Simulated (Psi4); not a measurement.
Run report: InCl, frequency calculation (part 1 of 4)

InCl, SMILES [Cl][In], computed with MN15/def2-TZVPD, RKS, core potentials def2 (Psi4 1.11).

The geometry was optimised with MN15/def2-TZVPD.

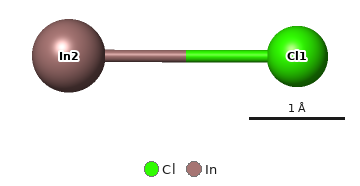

The input geometry (ball-and-stick view, seen on its broad side; atoms are numbered from 1 in the order of the input). Sticks mark near contacts. Bond lengths as drawn: Cl–In 2.41 Å.

**The input (input.dat)**
```
memory 1600 mb

molecule molecule1 {
  0 1
  Cl     0.000000     0.000000    -0.009277
  In     0.000000     0.000000     2.398174
  symmetry c1
}

set basis def2-TZVPD
set puream true
set scf_type pk
set dft_radial_points 50
set dft_spherical_points 194
set rotational_symmetry_number 1

E, wfn = frequencies('mn15', return_wfn=True)
```

Launched with:
```bash
psi4 input.dat output.dat -n 1
```

**What the program printed**
```
Psi4 1.11 release

         ----------------------------------------------------------
                                   FINDIF
         ----------------------------------------------------------

  Using finite-differences of gradients to determine vibrational frequencies and
  normal modes. Resulting frequencies are only valid at stationary points.
    Generating geometries for use with 3-point formula.
    Displacement size will be 5.00e-03.
    Number of atoms is 2.
    Number of irreps is 1.
    Number of SALCs is 3.
    Translations projected? 1. Rotations projected? 0.
    Index of SALCs per irrep:
      1 :  0  1  2
    Number of SALCs per irrep:
      Irrep 1: 3
    Number of geometries (including reference) is 7.
    Number of displacements per irrep:
      Irrep 1: 6
 7 displacements needed ...

  //>>>>>>>>>>>>>>>>>>>>>>>>>>>>>>>>>>>//
  //    FiniteDifference Computations  //
  //<<<<<<<<<<<<<<<<<<<<<<<<<<<<<<<<<<<//

    -----------------------------------------------------------------------
                               Psi4 1.11 release

    h
    h
    h

    -----------------------------------------------------------------------

gradient() will perform analytic gradient computation.

   => Loading Basis Set <=

    Name: DEF2-TZVPD
    Role: ORBITAL
    Keyword: BASIS

    !!!  WARNING: ECP capability is in beta. Please check occupations closely.  !!!

         ---------------------------------------------------------
                                   SCF
                              RKS Reference
                        1 Threads,   1525 MiB Core
         ---------------------------------------------------------

  ==> Geometry <==

    Molecular point group: c1
    Full point group: C_inf_v

    Geometry (in Bohr), charge = 0, multiplicity = 1:

       Center              X                  Y                   Z               Mass
    ------------   -----------------  -----------------  -----------------  -----------------
         CL           0.000000000000     0.000000000000    -3.487935060670    34.968852682000
         IN           0.000000000000     0.000000000000     1.061487989790   114.903878776000

  Running in c1 symmetry.

  Rotational constants: A = ************  B =      0.10849  C =      0.10849 [cm^-1]
  Rotational constants: A = ************  B =   3252.43657  C =   3252.43657 [MHz]
  Nuclear repulsion =   78.471488810858460

  Charge       = 0
  Multiplicity = 1
  Electrons    = 38
  Nalpha       = 19
  Nbeta        = 19

  ==> Algorithm <==

  SCF Algorithm Type is PK.
  DIIS enabled.
  MOM disabled.
  Fractional occupation disabled.
  Guess Type is SAD.
  Energy threshold   = 1.00e-08
  Density threshold  = 1.00e-08
  Integral threshold = 1.00e-12

  ==> Primary Basis <==

  Basis Set: DEF2-TZVPD
    Blend: DEF2-TZVPD
    Number of shells: 34
    Number of basis functions: 102
    Number of Cartesian functions: 118
    Spherical Harmonics?: true
    Max angular momentum: 3

  Core potential: DEF2-TZVPD
    Number of shells: 4
    Number of ECP primitives: 18
    Number of ECP core electrons: 28
    Max angular momentum: 3

  ==> DFT Potential <==

   => LibXC <=

    Version 7.1.2

   => Composite Functional: MN15 <=

   MN15 Hybrid Meta-GGA Exchange-Correlation Functional

    Deriv               =              1
    GGA                 =           TRUE
    Meta                =           TRUE

    Exchange Hybrid     =           TRUE
    MP2 Hybrid          =          FALSE

   => Exchange Functionals <=

    1.0000   XC_HYB_MGGA_X_MN15

   => Exact (HF) Exchange <=

    0.4400               HF

   => Correlation Functionals <=

    1.0000   XC_MGGA_C_MN15

   => LibXC Density Thresholds  <==

    XC_MGGA_C_MN15:  1.00E-15
    XC_HYB_MGGA_X_MN15:  1.00E-15

   => Molecular Quadrature <=

    Radial Scheme          =       TREUTLER
    Pruning Scheme         =           NONE
    Nuclear Scheme         =       TREUTLER

    Blocking Scheme        =         OCTREE
    BS radius alpha        =              1
    Pruning alpha          =              1
    Radial Points          =             50
    Spherical Points       =            194
    Total Points           =          19024
    Total Blocks           =            214
    Max Points             =            255
    Max Functions          =             97
    Weights Tolerance      =       1.00E-15

  ==> Integral Setup <==

  Using in-core PK algorithm.
   Calculation information:
      Number of atoms:                   2
      Number of AO shells:              34
      Number of primitives:             61
      Number of atomic orbitals:       118
      Number of basis functions:       102

      Integral cutoff                 1.00e-12
      Number of threads:                 1

  Performing in-core PK
  Using 27599262 doubles for integral storage.
  We computed 166504 shell quartets total.
  Whereas there are 177310 unique shell quartets.

  ==> DiskJK: Disk-Based J/K Matrices <==

    J tasked:                  Yes
    K tasked:                  Yes
    wK tasked:                  No
    Memory [MiB]:             1023
    Schwarz Cutoff:          1E-12

  Cached 100.0% of DFT collocation blocks in 0.119 [GiB].

  Minimum eigenvalue in the overlap matrix is 1.8071648035E-03.
  Reciprocal condition number of the overlap matrix is 3.9001550787E-04.
    Using symmetric orthogonalization.

  ==> Pre-Iterations <==

  SCF Guess: Superposition of Atomic Densities via on-the-fly atomic UHF (no occupation information).

   -------------------------
    Irrep   Nso     Nmo
   -------------------------
     A        102     102
   -------------------------
    Total     102     102
   -------------------------

  ==> Iterations <==

                        Total Energy        Delta E     RMS |[F,P]|

   @RKS iter SAD:  -648.89420132779333   -6.48894e+02   0.00000e+00
   @RKS iter   1:  -649.78692515984767   -8.92724e-01   6.18352e-03 ADIIS/DIIS
   @RKS iter   2:  -649.81037402762752   -2.34489e-02   6.06614e-03 ADIIS/DIIS
   @RKS iter   3:  -649.92817561594984   -1.17802e-01   4.33881e-04 ADIIS/DIIS
   @RKS iter   4:  -649.92907047160043   -8.94856e-04   2.23088e-04 ADIIS/DIIS
   @RKS iter   5:  -649.92928601317578   -2.15542e-04   5.22364e-05 DIIS
   @RKS iter   6:  -649.92929718756204   -1.11744e-05   1.16040e-05 DIIS
   @RKS iter   7:  -649.92929813413809   -9.46576e-07   4.07290e-06 DIIS
   @RKS iter   8:  -649.92929824482633   -1.10688e-07   9.73073e-07 DIIS
   @RKS iter   9:  -649.92929825149145   -6.66512e-09   2.48601e-07 DIIS
   @RKS iter  10:  -649.92929825195608   -4.64638e-10   2.14256e-08 DIIS
   @RKS iter  11:  -649.92929825196347   -7.38964e-12   2.59342e-09 DIIS
  Energy and wave function converged.

  ==> Post-Iterations <==

   Electrons on quadrature grid:
      Ntotal   =   37.9999998959 ; deviation = -1.041e-07

    Orbital Energies [Eh]
    ---------------------

    Doubly Occupied:

       1A   -100.292440     2A     -9.115775     3A     -7.129832
       4A     -7.127236     5A     -7.127236     6A     -4.545350
       7A     -3.024626     8A     -3.024626     9A     -3.017392
      10A     -0.832513    11A     -0.818460    12A     -0.818458
      13A     -0.813240    14A     -0.813240    15A     -0.774671
      16A     -0.425937    17A     -0.334434    18A     -0.334434
      19A     -0.295794

    Virtual:

      20A     -0.055004    21A     -0.055004    22A      0.014979
      23A      0.045942    24A      0.089724    25A      0.089725
      26A      0.095844    27A      0.100203    28A      0.100203
      29A      0.113933    30A      0.113933    31A      0.125770
      32A      0.150505    33A      0.158765    34A      0.158765
      35A      0.232612    36A      0.234461    37A      0.234462
      38A      0.255449    39A      0.255449    40A      0.280261
      41A      0.280268    42A      0.281084    43A      0.343853
      44A      0.358545    45A      0.358545    46A      0.364046
      47A      0.535593    48A      0.535593    49A      0.558037
      50A      0.586356    51A      0.586356    52A      0.668782
      53A      0.668782    54A      0.679620    55A      0.679886
      56A      0.711283    57A      0.721212    58A      0.721212
      59A      0.746886    60A      0.746908    61A      0.816070
      62A      0.917710    63A      0.917710    64A      0.969027
      65A      1.049293    66A      1.049301    67A      1.062715
      68A      1.062715    69A      1.066610    70A      1.323244
      71A      1.948598    72A      1.948794    73A      2.011030
      74A      2.011030    75A      2.034708    76A      2.067784
      77A      2.067986    78A      2.108262    79A      2.108262
      80A      2.127025    81A      2.127025    82A      2.143760
      83A      2.143760    84A      2.217470    85A      2.217676
      86A      2.240099    87A      2.320018    88A      2.320018
      89A      2.375802    90A      2.375802    91A      2.406273
      92A      2.549055    93A      2.910394    94A     10.393274
      95A     10.393274    96A     10.612374    97A     24.688761
      98A     37.028451    99A     38.372393   100A     38.372393
     101A     38.546288   102A    124.909859

    Final Occupation by Irrep:
              A
    DOCC [    19 ]
    NA   [    19 ]
    NB   [    19 ]

  @RKS Final Energy:  -649.92929825196347

   => Energetics <=

    Nuclear Repulsion Energy =             78.4714888108584603
    One-Electron Energy =               -1127.4814611500410138
    Two-Electron Energy =                 424.4869823606017007
    DFT Exchange-Correlation Energy =     -25.4063082733826953
    Empirical Dispersion Energy =           0.0000000000000000
    VV10 Nonlocal Energy =                  0.0000000000000000
    Total Energy =                       -649.9292982519634734

Computation Completed

Properties will be evaluated at   0.000000,   0.000000,   0.000000 [a0]

Properties computed using the SCF density matrix

 Multipole Moments:

 ------------------------------------------------------------------------------------
     Multipole            Electronic (a.u.)      Nuclear  (a.u.)        Total (a.u.)
 ------------------------------------------------------------------------------------

 L = 1.  Multiply by 2.5417464519 to convert [e a0] to [Debye]
 Dipole X            :         -0.0000001            0.0000000           -0.0000001
 Dipole Y            :          0.0000002            0.0000000            0.0000002
 Dipole Z            :         38.4226385          -37.0036482            1.4189903
 Magnitude           :                                                    1.4189903

 ------------------------------------------------------------------------------------

	total time  =          7 seconds =       0.12 minutes

         ------------------------------------------------------------
                                   SCF GRAD
         ------------------------------------------------------------

  ==> Geometry <==

    Molecular point group: c1
    Full point group: C_inf_v

    Geometry (in Bohr), charge = 0, multiplicity = 1:

       Center              X                  Y                   Z               Mass
    ------------   -----------------  -----------------  -----------------  -----------------
         CL           0.000000000000     0.000000000000    -3.487935060670    34.968852682000
         IN           0.000000000000     0.000000000000     1.061487989790   114.903878776000

  Nuclear repulsion =   78.471488810858460

  ==> Basis Set <==

  Basis Set: DEF2-TZVPD
    Blend: DEF2-TZVPD
    Number of shells: 34
    Number of basis functions: 102
    Number of Cartesian functions: 118
    Spherical Harmonics?: true
    Max angular momentum: 3

  Core potential: DEF2-TZVPD
    Number of shells: 4
    Number of ECP primitives: 18
    Number of ECP core electrons: 28
    Max angular momentum: 3

  ==> DirectJKGrad: Integral-Direct SCF Gradients <==

    Gradient:                    1
    J tasked:                  Yes
    K tasked:                  Yes
    wK tasked:                  No
    Integrals threads:           1
    Schwarz Cutoff:          1E-12

   => Molecular Quadrature <=

    Radial Scheme          =       TREUTLER
    Pruning Scheme         =           NONE
    Nuclear Scheme         =       TREUTLER

    Blocking Scheme        =         OCTREE
    BS radius alpha        =              1
    Pruning alpha          =              1
    Radial Points          =             50
    Spherical Points       =            194
    Total Points           =          19024
    Total Blocks           =            214
    Max Points             =            255
    Max Functions          =             97
    Weights Tolerance      =       1.00E-15

  -Total Gradient:
     Atom            X                  Y                   Z
    ------   -----------------  -----------------  -----------------
       1        0.000000000303    -0.000000000959     0.000395546770
       2       -0.000000000321     0.000000001001     0.000392132652

	total time  =          8 seconds =       0.13 minutes

    Psi4 run time: 0:00:15.12

    -----------------------------------------------------------------------
                               Psi4 1.11 release

    h
    h
    h

    -----------------------------------------------------------------------

gradient() will perform analytic gradient computation.

  ==> Geometry <==

    Molecular point group: c1
    Full point group: C_inf_v

    Geometry (in Bohr), charge = 0, multiplicity = 1:

       Center              X                  Y                   Z               Mass
    ------------   -----------------  -----------------  -----------------  -----------------
         CL          -0.000740347043     0.000000000000    -3.487935060670    34.968852682000
         IN           0.000225310816     0.000000000000     1.061487989790   114.903878776000

  Running in c1 symmetry.

  Rotational constants: A = ************  B =      0.10849  C =      0.10849 [cm^-1]
  Rotational constants: A = ************  B =   3252.43643  C =   3252.43643 [MHz]
  Nuclear repulsion =   78.471487043129031

  Charge       = 0
  Multiplicity = 1
  Electrons    = 38
  Nalpha       = 19
  Nbeta        = 19

   => Molecular Quadrature <=

    Radial Scheme          =       TREUTLER
    Pruning Scheme         =           NONE
    Nuclear Scheme         =       TREUTLER

    Blocking Scheme        =         OCTREE
    BS radius alpha        =              1
    Pruning alpha          =              1
    Radial Points          =             50
    Spherical Points       =            194
    Total Points           =          19030
    Total Blocks           =            214
    Max Points             =            255
    Max Functions          =            101
    Weights Tolerance      =       1.00E-15

  ==> DiskJK: Disk-Based J/K Matrices <==

    J tasked:                  Yes
    K tasked:                  Yes
    wK tasked:                  No
    Memory [MiB]:             1022
    Schwarz Cutoff:          1E-12

  Cached 100.0% of DFT collocation blocks in 0.119 [GiB].

  Minimum eigenvalue in the overlap matrix is 1.8071649344E-03.
  Reciprocal condition number of the overlap matrix is 3.9001553880E-04.
    Using symmetric orthogonalization.

  ==> Iterations <==

                        Total Energy        Delta E     RMS |[F,P]|

   @RKS iter SAD:  -648.93023209053490   -6.48930e+02   0.00000e+00
   @RKS iter   1:  -649.78880637543898   -8.58574e-01   6.13745e-03 ADIIS/DIIS
   @RKS iter   2:  -649.81379698876503   -2.49906e-02   5.99959e-03 ADIIS/DIIS
   @RKS iter   3:  -649.92829911003832   -1.14502e-01   4.11190e-04 ADIIS/DIIS
   @RKS iter   4:  -649.92908712763040   -7.88018e-04   2.13337e-04 ADIIS/DIIS
   @RKS iter   5:  -649.92928607085275   -1.98943e-04   5.21878e-05 DIIS
   @RKS iter   6:  -649.92929721247981   -1.11416e-05   1.15117e-05 DIIS
   @RKS iter   7:  -649.92929814057277   -9.28093e-07   3.96145e-06 DIIS
   @RKS iter   8:  -649.92929824511725   -1.04544e-07   9.59962e-07 DIIS
   @RKS iter   9:  -649.92929825151919   -6.40193e-09   2.42216e-07 DIIS
   @RKS iter  10:  -649.92929825196120   -4.42014e-10   2.08268e-08 DIIS
   @RKS iter  11:  -649.92929825196620   -5.00222e-12   2.53328e-09 DIIS
  Energy and wave function converged.

  ==> Post-Iterations <==

   Electrons on quadrature grid:
      Ntotal   =   37.9999998959 ; deviation = -1.041e-07

    Final Occupation by Irrep:
              A
    DOCC [    19 ]
    NA   [    19 ]
    NB   [    19 ]

  @RKS Final Energy:  -649.92929825196620

   => Energetics <=

    Nuclear Repulsion Energy =             78.4714870431290308
    One-Electron Energy =               -1127.4814576033345475
    Two-Electron Energy =                 424.4869805739033382
    DFT Exchange-Correlation Energy =     -25.4063082656640233
    Empirical Dispersion Energy =           0.0000000000000000
    VV10 Nonlocal Energy =                  0.0000000000000000
    Total Energy =                       -649.9292982519663155

Computation Completed

Properties will be evaluated at   0.000000,   0.000000,   0.000000 [a0]

Properties computed using the SCF density matrix

 Multipole Moments:

 ------------------------------------------------------------------------------------
     Multipole            Electronic (a.u.)      Nuclear  (a.u.)        Total (a.u.)
 ------------------------------------------------------------------------------------

 L = 1.  Multiply by 2.5417464519 to convert [e a0] to [Debye]
 Dipole X            :          0.0081557           -0.0078544            0.0003013
 Dipole Y            :         -0.0000001            0.0000000           -0.0000001
 Dipole Z            :         38.4226386          -37.0036482            1.4189904
 Magnitude           :                                                    1.4189904

 ------------------------------------------------------------------------------------

	total time  =          5 seconds =       0.08 minutes
```
